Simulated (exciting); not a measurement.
# TaAgO3: the O K edge from the Bethe–Salpeter equation, part 2 of 2

Aim: the O K absorption edge of TaAgO3 with the electron–hole interaction treated explicitly, and what each term of the kernel does.

exciting sodium; X-ray absorption, core-level Bethe-Salpeter equation, exchange and statically screened direct term, Tamm-Dancoff, all-electron LAPW+lo LDA.

So far. Step 6 (Exchange alone): Maxima (height): 2.4 eV (0.66), 3.2 eV (0.66), 8.8 eV (0.61), 11.9 eV (0.60) and 20.7 eV (0.33); 1 lower ones aren't listed. Against the independent-particle run the r.m.s. difference is 3 %. Step 7 (Local-field cutoff): Wall time by task: xsgeneigvec 20 s, screen 81 s, scrcoulint 48 s, exccoulint 47 s, bse 2.4 s.

## Step 8: Coarser mesh

Changed against the first singlet run: k mesh from 2×2×2 to 1×1×1.

Input file input.xml:

```
<input>
  <title>TaAgO3</title>
  <structure speciespath="." autormt="false" epslat="1.0e-5">
    <crystal>
      <basevect>5.2682318572 3.0416150810 8.7767291203</basevect>
      <basevect>-5.2682318572 3.0416150810 8.7767291203</basevect>
      <basevect>0.0000000000 -6.0832301618 8.7767291203</basevect>
    </crystal>
    <species speciesfile="Ta.xml" rmt="2.135">
      <atom coord="0.0000000000 0.0000000000 0.0000000000"/>
      <atom coord="0.5000000000 0.5000000000 0.5000000000"/>
    </species>
    <species speciesfile="Ag.xml" rmt="2.245">
      <atom coord="0.7500000000 0.7500000000 0.7500000000"/>
      <atom coord="0.2500000000 0.2500000000 0.2500000000"/>
    </species>
    <species speciesfile="O.xml" rmt="1.548">
      <atom coord="0.8065260000 0.2500000000 0.6934740000"/>
      <atom coord="0.2500000000 0.6934740000 0.8065260000"/>
      <atom coord="0.6934740000 0.8065260000 0.2500000000"/>
      <atom coord="0.7500000000 0.3065260000 0.1934740000"/>
      <atom coord="0.1934740000 0.7500000000 0.3065260000"/>
      <atom coord="0.3065260000 0.1934740000 0.7500000000"/>
    </species>
  </structure>
  <groundstate do="skip" xctype="LDA_PW" ngridk="3 3 3" rgkmax="6.5" gmaxvr="14" nempty="8" swidth="0.001" maxscl="100" epsengy="1e-5"/>
  <xs xstype="BSE" ngridk="1 1 1" ngridq="1 1 1" vkloff="0.097 0.273 0.493" rgkmax="6.5" nempty="56" gqmax="3" lmaxapwwf="5" lmaxemat="2" broad="0.01654" tevout="true">
    <energywindow intv="18.031 19.648" points="439"/>
    <screening screentype="full" nempty="86"/>
    <BSE xas="true" xasspecies="3" xasatom="1" xasedge="K" bsetype="singlet" nstlxas="1 52"/>
    <qpointset>
      <qpoint>0 0 0</qpoint>
    </qpointset>
    <plan>
      <doonly task="xsgeneigvec"/>
      <doonly task="writepmatxs"/>
      <doonly task="scrgeneigvec"/>
      <doonly task="scrwritepmat"/>
      <doonly task="screen"/>
      <doonly task="scrcoulint"/>
      <doonly task="exccoulint"/>
    </plan>
  </xs>
</input>
```

Input file input.xml for the last start (plan only):

```
  <plan>
    <doonly task="bse"/>
  </plan>
```

Launch:

```
$ OMP_NUM_THREADS=2 exciting
$ OMP_NUM_THREADS=2 exciting
```

Numbers of over 12 decimals in the logs are rounded to 6 here.

The log of the run:

```text
| EXCITING SODIUM started for task xsgeneigvec ( 301)                          =
One-shot GS runs for BSE calculations
One-shot GS runs for k+qmt/2 grids
Info(xsgeneigvec): Generating eigenvectors for Q-point      1
Info(xsgeneigvec): Generation of eigenvectors finished
| EXCITING SODIUM started for task writepmatxs ( 320)                          =
Info(writepmatxs): Momentum matrix elements finished
| EXCITING SODIUM started for task scrgeneigvec ( 401)                         =
One-shot GS runs for BSE calculations
One-shot GS runs for k+qmt/2 grids
[...]
Info(setup_bse_block): Setting up RR part of hamiltonian
Info(setup_bse_block): Singlet spin state
Info(bse): Diagonalizing RR Hamiltonian (TDA)
Info(bse): Invoking Lapack routine ZHEEVR
       104 eigen solutions found in the interval:
         i1=       1 i2=     104
Info(bse): Writing excition energies and oscillator strengths to text file.
Info(makespectrum_dist): Making spectrum using formula for coupling with time reversed AR basis.
Info(makespectrum_dist): Using formalism for vanishing momentum transfer.
Info(writederived): Writing quantities derived from the macroscopic dielectric function.
Info(bselauncher): Spectrum finished for iqmt=  1
Info(bselauncher): All done for BSE type singlet
```

Elapsed: 99 s, on 2 threads of Arm Neoverse V2, shared host.

These settings are cheaper. Against the singlet run the r.m.s. difference is 35 %. The highest maximum lies at 0.1 eV (1.01), against 0.7 eV (1.00). The first bright state moves from -0.51 to -1.08 eV. The lowest bare transition of this run lies at 0.67 eV, against 0.19. A coarse mesh samples few band energies, and it inflates the long-range part of the attraction.

| E (eV) | first run | this run |
| --- | --- | --- |
| -4.0 | 0.02 | 0.03 |
| -3.0 | 0.03 | 0.05 |
| -2.0 | 0.06 | 0.14 |
| -1.0 | 0.17 | 0.55 |
| 0.0 | 0.71 | 0.97 |
| 1.0 | 0.94 | 0.53 |
| 2.0 | 0.46 | 0.47 |
| 3.0 | 0.29 | 0.30 |
| 4.0 | 0.33 | 0.45 |
| 5.0 | 0.60 | 0.57 |
| 6.0 | 0.60 | 0.40 |
| 7.0 | 0.62 | 0.75 |
| 8.0 | 0.46 | 0.27 |
| 9.0 | 0.28 | 0.15 |
| 10.0 | 0.30 | 0.38 |
| 11.0 | 0.35 | 0.37 |
| 12.0 | 0.29 | 0.51 |
| 13.0 | 0.24 | 0.22 |
| 14.0 | 0.15 | 0.14 |
| 15.0 | 0.19 | 0.20 |
| 16.0 | 0.20 | 0.13 |
| 17.0 | 0.18 | 0.24 |
| 18.0 | 0.20 | 0.20 |
| 19.0 | 0.22 | 0.23 |
| 20.0 | 0.24 | 0.19 |
| 21.0 | 0.16 | 0.18 |
| 22.0 | 0.15 | 0.15 |

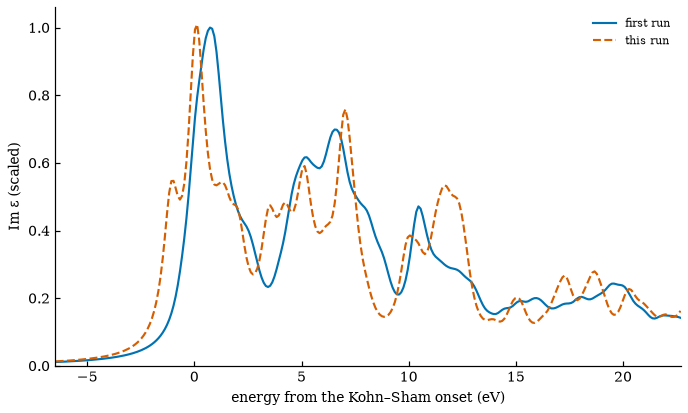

This run beside the first singlet run.

## Step 9: From independent particles to the full kernel

| level | curve passes 0.15 (eV) | highest maximum (eV) | its height |
| --- | --- | --- | --- |
| IP | 0.5 | 2.3 | 0.69 |
| RPA | 0.6 | 2.4 | 0.66 |
| singlet | -1.1 | 0.7 | 1.00 |

| E (eV) | IP | RPA | singlet |
| --- | --- | --- | --- |
| -4.0 | 0.01 | 0.01 | 0.02 |
| -3.0 | 0.02 | 0.01 | 0.03 |
| -2.0 | 0.02 | 0.02 | 0.06 |
| -1.0 | 0.04 | 0.03 | 0.17 |
| 0.0 | 0.09 | 0.08 | 0.71 |
| 1.0 | 0.24 | 0.22 | 0.94 |
| 2.0 | 0.59 | 0.55 | 0.46 |
| 3.0 | 0.64 | 0.63 | 0.29 |
| 4.0 | 0.29 | 0.30 | 0.33 |
| 5.0 | 0.25 | 0.25 | 0.60 |
| 6.0 | 0.37 | 0.36 | 0.60 |
| 7.0 | 0.46 | 0.45 | 0.62 |
| 8.0 | 0.59 | 0.58 | 0.46 |
| 9.0 | 0.60 | 0.60 | 0.28 |
| 10.0 | 0.28 | 0.29 | 0.30 |
| 11.0 | 0.31 | 0.30 | 0.35 |
| 12.0 | 0.59 | 0.60 | 0.29 |
| 13.0 | 0.47 | 0.49 | 0.24 |
| 14.0 | 0.31 | 0.33 | 0.15 |
| 15.0 | 0.22 | 0.23 | 0.19 |
| 16.0 | 0.23 | 0.23 | 0.20 |
| 17.0 | 0.22 | 0.22 | 0.18 |
| 18.0 | 0.21 | 0.22 | 0.20 |
| 19.0 | 0.23 | 0.23 | 0.22 |
| 20.0 | 0.28 | 0.29 | 0.24 |
| 21.0 | 0.29 | 0.30 | 0.16 |
| 22.0 | 0.21 | 0.21 | 0.15 |

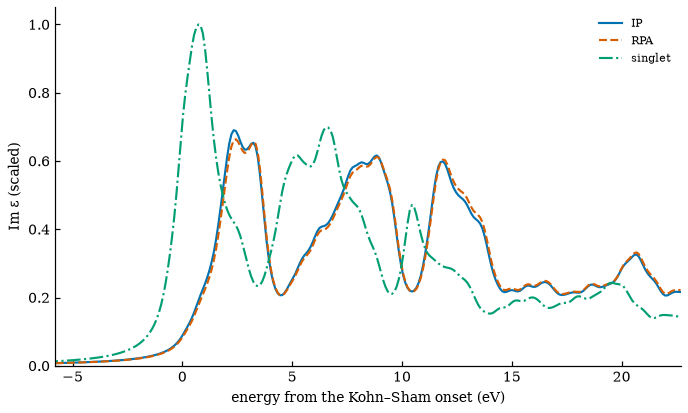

The spectrum at each level.

## Step 10: What came out

```json
{"absorber and edge": "O K, atom 5", "surroundings": "2 Ta at 2.01 Å (bent, 162°, site symmetry 2)", "first bright state": "-0.51 eV from the Kohn–Sham onset, on this mesh", "highest maximum": "0.7 eV", "cost of the BSE run": "9.2 min on 2 MPI ranks of Arm Neoverse V2, shared host; the last task ran on as many threads"}
```

What this shows: Is a core exciton bound? Yes on this mesh: the first bright state (over 5 % of the brightest) lies at -0.51 eV from the Kohn–Sham onset and at -0.70 eV from the lowest bare transition of its own mesh. Exchange alone changes the independent-particle spectrum by 3 % r.m.s. A mesh of 8 points doesn't converge binding energies, and fine structure above the first lines is partly noise of the mesh. The kernel cutoff is low for a compact core orbital, so the effect of exchange is a lower bound. The zero comes from the unshifted 3×3×3 ground-state mesh; it is exact only where the band minimum lies on that mesh. The Kohn–Sham onset, 503 eV, is no photon energy: the scale needs a rigid shift. No quasiparticle correction widens the gap or stretches the bands. Vibrations and energy-dependent lifetimes are left out. The structure is a Materials Project entry, computed there, and may be a hypothetical form.

[Banner, clock and machine lines of the logs are left out without a mark of their own.]

[Logs are printed without paths, hosts, clocks, repeated set-up lines and the standing remarks that a program may print on its own settings, such as how far it seeks lower states.]

[Hosts, paths, dates, database ids (printed as entryN), source tags and the programs' standing remarks are cut or masked in the printed files.]
